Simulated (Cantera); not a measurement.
Feed: 1 mol Si, 0.93 mol HCl, 2.2 mol H₂, at 0.100 bar.

These are equilibrium values from Cantera (NASA tables, ideal gas, pure condensed phases), not measurements of a reactor. Candidate condensed phases: Si; 19 gas species. The tables' values for SiCl₃ are old estimates; treat these amounts as uncertain. Equilibrium is a limit: real reactors are often held back by kinetics, nucleation or transport.

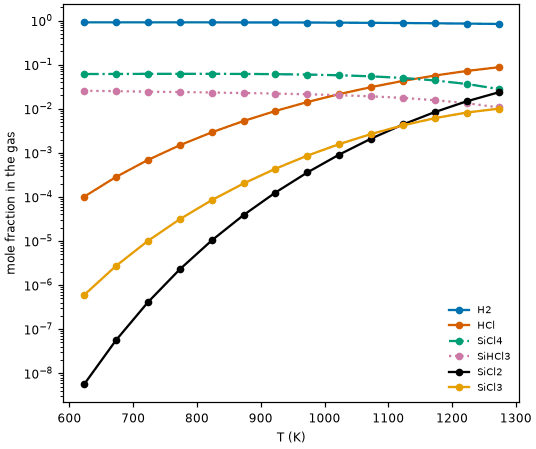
Fig. 1. Equilibrium gas composition (values under 1e-9 drawn at 1e-9)

Read off the mole fractions at 823 K.

H₂ about 0.91, SiCl₄ about 0.062, SiHCl₃ about 0.023, HCl about 0.0029, SiCl₃ about 8.4e-5, SiCl₂ about 1.0e-5.
